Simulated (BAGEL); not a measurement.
# singlet SiHCl2O+, step by step

We compute the energy (singlet SiHCl2O+, HF/def2-SV(P)), then a single-point energy (doublet SiHCl2O, NEVPT2(3,3)/def2-SV(P)), then the energy (doublet SiHCl2O, CASPT2(3,3)/def2-SV(P)) of Cl2HOSi. 

The results are computed with BAGEL 1.2.2.

9 further runs of the same task are left out: 9 set aside as unsound or not needed.

## (1) The molecule

The species is SiHCl2O+ (5 atoms), meant as a singlet with charge +1. As SMILES of the parent species, `[O][SiH](Cl)Cl`. The Si2–H5 distance was set to 1.996 Å, away from the relaxed value. That shape belongs to the parent species and isn't relaxed for this state. At this shape a bond of the SMILES string is far longer than usual.

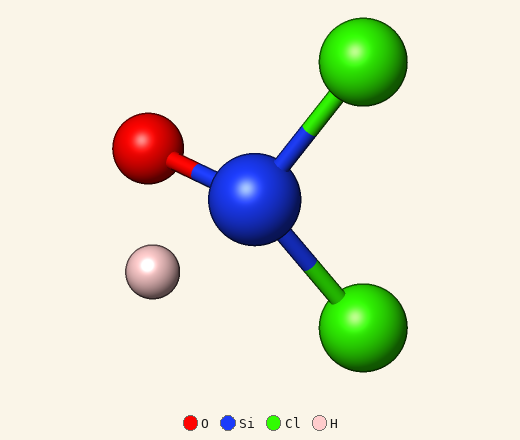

The structure, seen from a chosen angle (oxygen red, silicon blue, chlorine green, hydrogen pink).

## (2) A single-point energy at HF/def2-SV(P) (density fitting with svp-jkfit) (run 1)

input.json reads:

```json
{ "bagel" : [

{
  "title" : "molecule",
  "basis" : "def2-sv_p_.json",
  "df_basis" : "svp-jkfit",
  "angstrom" : true,
  "geometry" : [
    { "atom" : "O", "xyz" : [   -0.406601,   -0.679416,    1.649816 ] },
    { "atom" : "Si", "xyz" : [   -0.414401,   -0.000416,    0.147616 ] },
    { "atom" : "Cl", "xyz" : [   -1.022401,    1.934184,    0.193516 ] },
    { "atom" : "Cl", "xyz" : [   -1.610801,   -1.016516,   -1.137084 ] },
    { "atom" : "H", "xyz" : [    1.509200,   -0.153100,   -0.364300 ] }
  ]
},
{
  "title" : "hf",
  "charge" : 1
},
{
  "title" : "print",
  "file" : "orbitals.molden",
  "orbitals" : true
}

]}
```

The basis set def2-SV(P) is read from a file made from the Basis Set Exchange's data (not shown).

Started as:

```bash
$ BAGEL_NUM_THREADS=1 BAGEL input.json > input.out
```

What it wrote:

```text
* using 1 threads per process

  ===============================================================
  ===============================================================

  *** Geometry ***

  { "atom" : "O", "xyz" : [     -0.768365,     -1.283910,      3.117700 ] },
  { "atom" : "Si", "xyz" : [     -0.783104,     -0.000786,      0.278954 ] },
  { "atom" : "Cl", "xyz" : [     -1.932058,      3.655078,      0.365692 ] },
  { "atom" : "Cl", "xyz" : [     -3.043973,     -1.920937,     -2.148777 ] },
  { "atom" : "H", "xyz" : [      2.851975,     -0.289317,     -0.688427 ] },

  Number of auxiliary basis functions:      479

  Since a DF basis is specified, we compute 2- and 3-index integrals:
    o Being stored without compression. Storage requirement is 0.019 GB

  Number of basis functions:       70
  Number of electrons      :       57

    * METHOD: MOLECULE                             0.15

  *** RHF ***

  === Nuclear Repulsion ===
   264.3525003164

      * DIIS with orbital gradients will be used.

  === RHF iteration (def2-sv_p_.json) ===
      0      -1281.92428398          0.02965480           0.05
      1      -1280.55706335          0.05451070           0.05
      2      -1282.25436213          0.01406753           0.05
      3      -1282.37527903          0.00600572           0.05
      4      -1282.41545733          0.00351991           0.05
      5      -1282.43204053          0.00313006           0.05
      6      -1282.44461390          0.00163011           0.05
      7      -1282.44951642          0.00055744           0.05
      8      -1282.45007394          0.00044088           0.05
      9      -1282.45056717          0.00033319           0.05
     10      -1282.45109472          0.00019368           0.05
     11      -1282.45126030          0.00011061           0.05
     12      -1282.45128109          0.00002437           0.05
     13      -1282.45128236          0.00000847           0.05
     14      -1282.45128244          0.00000430           0.05
     15      -1282.45128246          0.00000178           0.05
     16      -1282.45128247          0.00000055           0.05
     17      -1282.45128247          0.00000026           0.05
     18      -1282.45128247          0.00000012           0.05
     19      -1282.45128247          0.00000008           0.05
     20      -1282.45128247          0.00000006           0.05
     21      -1282.45128247          0.00000006           0.05
     22      -1282.45128247          0.00000005           0.05
     23      -1282.45128247          0.00000005           0.05
     24      -1282.45128247          0.00000004           0.05
     25      -1282.45128247          0.00000003           0.05
     26      -1282.45128247          0.00000001           0.05
     27      -1282.45128247          0.00000001           0.05
    * SCF iteration converged.

    * Permanent dipole moment:
           (   -1.774021,     0.520611,    -0.369848) a.u.

    * METHOD: HF                                   1.50

    * METHOD: PRINT                                0.01

  ===============================================================
```

Run time: 1.8 s. Hardware: 1 thread of Arm Neoverse V2, shared host; peak memory 0.14 GiB.

## (3) Doublet neutral SiHCl2O: a single-point energy at NEVPT2(3,3)/def2-SV(P) (density fitting with svp-jkfit) (run 2)

job.json reads:

```json
{ "bagel" : [

{
  "title" : "molecule",
  "basis" : "def2-sv_p_.json",
  "df_basis" : "svp-jkfit",
  "angstrom" : true,
  "geometry" : [
    { "atom" : "O", "xyz" : [   -0.406601,   -0.679416,    1.649816 ] },
    { "atom" : "Si", "xyz" : [   -0.414401,   -0.000416,    0.147616 ] },
    { "atom" : "Cl", "xyz" : [   -1.022401,    1.934184,    0.193516 ] },
    { "atom" : "Cl", "xyz" : [   -1.610801,   -1.016516,   -1.137084 ] },
    { "atom" : "H", "xyz" : [    1.509200,   -0.153100,   -0.364300 ] }
  ]
},
{ "title" : "hf", "charge" : 1 },
{
  "title" : "casscf",
  "nstate" : 1,
  "nact" : 3,
  "nclosed" : 27,
  "charge" : 0,
  "nspin" : 1,
  "active" : [23, 29, 30],
  "maxiter" : 200,
  "natocc" : true
},
{
  "title" : "nevpt2",
  "nstate" : 1,
  "nact" : 3,
  "nclosed" : 27,
  "charge" : 0,
  "nspin" : 1,
  "active" : [23, 29, 30],
  "maxiter" : 200,
  "natocc" : true,
  "ncore" : 16
},
{ "title" : "print", "file" : "orbitals.molden", "orbitals" : true }

]}
```

The basis set def2-SV(P) is read from a file made from the Basis Set Exchange's data (not shown).

Started as:

```bash
$ BAGEL_NUM_THREADS=1 BAGEL job.json > job.out
```

What it wrote:

```text
* using 1 threads per process

  ===============================================================
  ===============================================================

  *** Geometry ***

  { "atom" : "O", "xyz" : [     -0.768365,     -1.283910,      3.117700 ] },
  { "atom" : "Si", "xyz" : [     -0.783104,     -0.000786,      0.278954 ] },
  { "atom" : "Cl", "xyz" : [     -1.932058,      3.655078,      0.365692 ] },
  { "atom" : "Cl", "xyz" : [     -3.043973,     -1.920937,     -2.148777 ] },
  { "atom" : "H", "xyz" : [      2.851975,     -0.289317,     -0.688427 ] },

  Number of auxiliary basis functions:      479

  Since a DF basis is specified, we compute 2- and 3-index integrals:
    o Being stored without compression. Storage requirement is 0.019 GB

  Number of basis functions:       70
  Number of electrons      :       57

    * METHOD: MOLECULE                             0.15

  *** RHF ***

  === Nuclear Repulsion ===
   264.3525003164

      * DIIS with orbital gradients will be used.

  === RHF iteration (def2-sv_p_.json) ===
      0      -1281.92428398          0.02965480           0.05
      1      -1280.55706335          0.05451070           0.05
      2      -1282.25436213          0.01406753           0.05
[... 24 lines of this table left out ...]
     27      -1282.45128247          0.00000001           0.05
    * SCF iteration converged.

    * Permanent dipole moment:
           (   -1.774021,     0.520611,    -0.369848) a.u.

    * METHOD: HF                                   1.44

  ---------------------------
      CASSCF calculation
  ---------------------------

    ==== Active orbitals : =====
         Orbital 23
         Orbital 29
         Orbital 30
    ============================

    * nstate   :      1
    * nclosed  :     27
    * nact     :      3
    * nvirt    :     40
  === CASSCF iteration (def2-sv_p_.json) ===

    * Using the second-order algorithm

      0  0     -1282.88252309     2.22e-02      0.02

      1  0     -1282.96253598     2.34e-03      0.30
[... 19 lines of this table left out ...]
     11  0     -1282.98553514     3.72e-09      0.23

    * Second-order optimization converged. *

     guess   0:   closed 1..                  open .1.

  === FCI iteration ===

      0  0     -1282.95708455     4.83e-02      0.00
      1  0     -1282.98531996     4.35e-03      0.00
      2  0     -1282.98553401     2.08e-04      0.00
[... 4 lines of this table left out ...]
      7  0 *   -1282.98553514     9.00e-16      0.00

     * ci vector, state   0, <S^2> = 0.7500
       2a.    -0.9808538962
       .a2    -0.1800613282

    * METHOD: CASSCF                               3.11

    * freezing 16 orbitals

  === DF-NEVPT2 calculation ===

    * 3-index integral transformation done
    * assembly done

      NEVPT2 correlation energy:   -0.4750402089      0.07

          (+0)     -0.3893265800
          (+0)'    -0.0147692942
          (+1)     -0.0181253229
          (+1)'    -0.0001985332
          (+2)     -0.0003051911
          (-1)     -0.0485724706
          (-1)'    -0.0007790380
          (-2)     -0.0029637789

      NEVPT2 total energy:       -1283.4605753463

    * METHOD: NEVPT2                               0.16

    * METHOD: PRINT                                0.01

  ===============================================================
```

It took 5.1 s on 1 thread of Arm Neoverse V2, shared host; peak memory 0.14 GiB.

## (4) Doublet neutral SiHCl2O: a single-point energy at CASPT2(3,3)/def2-SV(P) (density fitting with svp-jkfit) (run 3)

input.json reads:

```json
{ "bagel": [

{
  "title": "molecule",
  "basis": "def2-sv_p_.json",
  "df_basis": "svp-jkfit",
  "angstrom": true,
  "geometry": [
    { "atom": "O", "xyz": [   -0.406601,   -0.679416,    1.649816 ] },
    { "atom": "Si", "xyz": [   -0.414401,   -0.000416,    0.147616 ] },
    { "atom": "Cl", "xyz": [   -1.022401,    1.934184,    0.193516 ] },
    { "atom": "Cl", "xyz": [   -1.610801,   -1.016516,   -1.137084 ] },
    { "atom": "H", "xyz": [    1.509200,   -0.153100,   -0.364300 ] }
  ]
},
{
  "title": "hf",
  "charge": 1
},
{
  "title": "casscf",
  "nstate": 1,
  "nact": 3,
  "nclosed": 27,
  "charge": 0,
  "nspin": 1,
  "active": [23, 29, 30],
  "maxiter": 200,
  "natocc": true
},
{
  "title": "print",
  "file": "orbitals.molden",
  "orbitals": true
},
{
  "title": "smith",
  "method": "caspt2",
  "ms": true,
  "xms": true,
  "sssr": true,
  "shift": 0.2,
  "shift_imag": true,
  "ncore": 16
}

]}
```

The basis set def2-SV(P) is read from a file made from the Basis Set Exchange's data (not shown).

Started as:

```bash
$ BAGEL_NUM_THREADS=1 BAGEL input.json > input.out
```

What it wrote:

```text
* using 1 threads per process

  ===============================================================
  ===============================================================

  *** Geometry ***

  { "atom" : "O", "xyz" : [     -0.768365,     -1.283910,      3.117700 ] },
  { "atom" : "Si", "xyz" : [     -0.783104,     -0.000786,      0.278954 ] },
  { "atom" : "Cl", "xyz" : [     -1.932058,      3.655078,      0.365692 ] },
  { "atom" : "Cl", "xyz" : [     -3.043973,     -1.920937,     -2.148777 ] },
  { "atom" : "H", "xyz" : [      2.851975,     -0.289317,     -0.688427 ] },

  Number of auxiliary basis functions:      479

  Since a DF basis is specified, we compute 2- and 3-index integrals:
    o Being stored without compression. Storage requirement is 0.019 GB

  Number of basis functions:       70
  Number of electrons      :       57

    * METHOD: MOLECULE                             0.16

  *** RHF ***

  === Nuclear Repulsion ===
   264.3525003164

      * DIIS with orbital gradients will be used.

[... 6 lines left out ...]
    * SCF iteration converged.
[... 1 line left out ...]
    * Permanent dipole moment:
[... 28 lines left out ...]
    * Second-order optimization converged. *
[... 11 lines left out ...]
     * ci vector, state   0, <S^2> = 0.7500
[... 16 lines left out ...]
    * Zeroth order energy : state  0       -1.1674184614

    * CASPT2 iteration is performed using orthogonal basis

      -------------------------------------------  CASPT2 iteration  ---------------------------------------------------
       #      aibj      arbs      arbi      airj      risj      airs      arst      rist         Etot      error   time
      ------------------------------------------------------------------------------------------------------------------

       0  -0.38857  -0.00377  -0.05265  -0.02007  -0.00046  -0.01470  -0.00085  -0.00022   -0.4813029  0.0011282   0.04
       1  -0.38874  -0.00380  -0.05273  -0.02021  -0.00048  -0.01478  -0.00086  -0.00023   -0.4818441  0.0001462   0.03
       2  -0.38874  -0.00380  -0.05274  -0.02021  -0.00048  -0.01478  -0.00086  -0.00023   -0.4818536  0.0000282   0.03
       3  -0.38874  -0.00380  -0.05274  -0.02021  -0.00048  -0.01478  -0.00086  -0.00023   -0.4818539  0.0000054   0.03
       4  -0.38874  -0.00380  -0.05274  -0.02021  -0.00048  -0.01478  -0.00086  -0.00023   -0.4818539  0.0000010   0.03

      ------------------------------------------------------------------------------------------------------------------

    * CASPT2 energy : state  0    -1283.4699275112
        w/o shift correction      -1283.4673890505
        reference weight              0.8594377107

    * METHOD: SMITH                                0.30

  ===============================================================
```

Wall time 5.4 s (1 thread of Arm Neoverse V2, shared host); peak memory 0.14 GiB.

## (5) Results

| quantity | value |
| --- | --- |
| run 1, HF/def2-SV(P): total energy | -1282.45128 Eh |
| run 1, HF/def2-SV(P): HOMO energy | -18.19 eV |
| run 1, HF/def2-SV(P): LUMO energy | -11.19 eV |
| run 1, HF/def2-SV(P): HOMO–LUMO gap | 7.00 eV |
| doublet neutral SiHCl2O, run 2: total energy | -1283.46058 Eh |
| doublet neutral SiHCl2O, run 3: total energy | -1283.46993 Eh |
